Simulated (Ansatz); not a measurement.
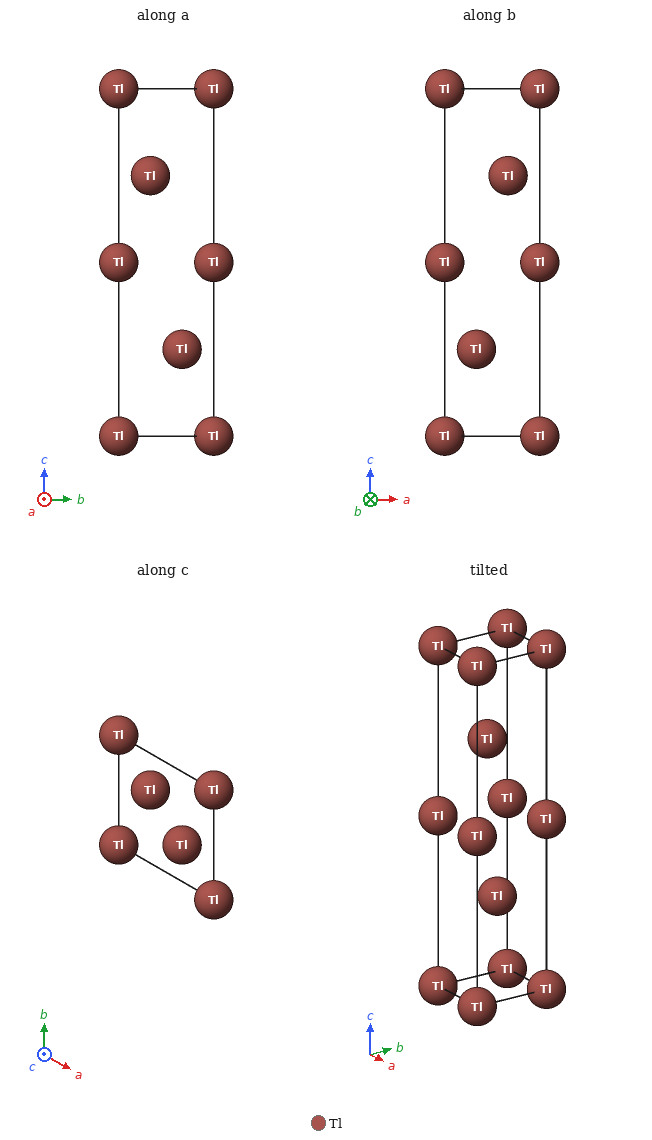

View along the a axis, along the b axis, along the c axis and slightly off an axis, drawn as a spheres-only model. The lines enclose the conventional unit cell; boundary atoms appear with their images.

Lattice parameters: a = 3.7235 Å, b = 3.7235 Å, c = 11.7825 Å, α = 90.000°, β = 90.000°, γ = 120.000°.

> Give the structure in the form of a CIF in P1 with every atom of the cell.

```cif
data_structure
_symmetry_space_group_name_H-M 'P 1'
_symmetry_Int_Tables_number 1
_cell_length_a 3.7235
_cell_length_b 3.7235
_cell_length_c 11.7825
_cell_angle_alpha 90.000
_cell_angle_beta 90.000
_cell_angle_gamma 120.000
_cell_volume 141.47
loop_
_atom_site_label
_atom_site_type_symbol
_atom_site_fract_x
_atom_site_fract_y
_atom_site_fract_z
_atom_site_occupancy
Tl1 Tl 0.0000 0.0000 0.0000 1
Tl2 Tl 0.0000 0.0000 0.5000 1
Tl3 Tl 0.3333 0.6667 0.2500 1
Tl4 Tl 0.6667 0.3333 0.7500 1
```

The initial geometry was a structure type filled with this element by a generator (whether the element takes this form wasn't checked). Earlier steps of the study may have refined or changed the cell and positions. It went into a calculation with Ansatz.
